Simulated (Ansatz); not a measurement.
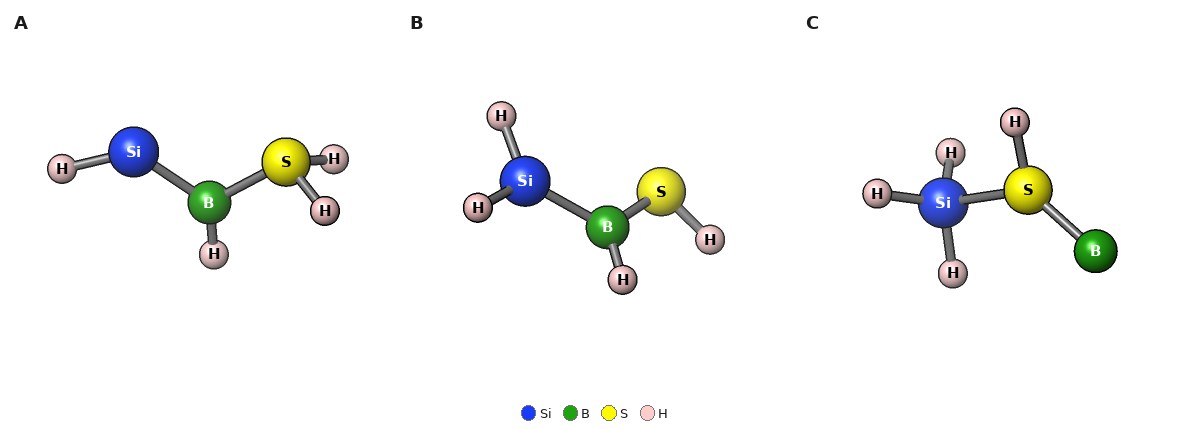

3 stationary structures of one formula. Charge 0, doublet. Geometries: PBE-D4/def2-SVP. Electronic energies: PBE-D4/def2-SVP (Ansatz 0.2.0), without zero-point energy. No frequency run is at hand to confirm each as a minimum. Each is one conformer, not always the lowest.

### Which is lowest in energy, and by how much?

B is lowest (Cs); A lies 236.6 kJ/mol above it (Cs), C lies 365.2 kJ/mol above it (Cs).
